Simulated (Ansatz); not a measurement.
# Profile along the N–Y line in YN (rock salt)

YN (rock salt)

Space group Fm-3m (No. 225); a = b = c = 4.896 Å, α = β = γ = 90.00°

| atom | site | symmetry | x | y | z |
|---|---|---|---|---|---|
| N | 4a | m-3m | 0.0000 | 0.0000 | 0.0000 |
| Y | 4b | m-3m | 0.5000 | 0.5000 | 0.5000 |
(The calculation used a cell of 2 atoms; values per cell refer to that cell.)

Fields along a shortest N–Y line of a {100} plane (2.45 Å), from N to Y, interpolated on the slice's grid (step about 0.1 Å). These are r2SCAN (plane waves to 500 eV, PAW, scalar-relativistic; Ansatz, an electronic-structure program) values and carry that method's errors. k mesh 12×12×12. These are valence fields of a PAW run, semicore shells included where kept as valence: close to a nucleus they are smooth pseudo fields. YN is run without spin polarisation. YN was relaxed with its symmetry unable to fall.

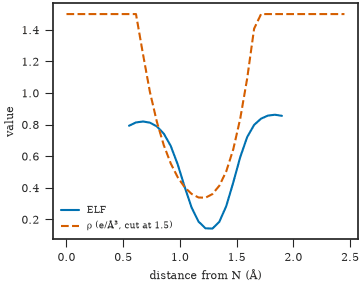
Fig. 1. ELF (away from the nuclei) and valence density from N to Y.

Density on the N–Y line (2.45 Å) at its midpoint: 0.34 e/Å³. ELF at that point: 0.14. Element round which the density of the highest valence band (whole band, smooth part) is largest on this plane: N.
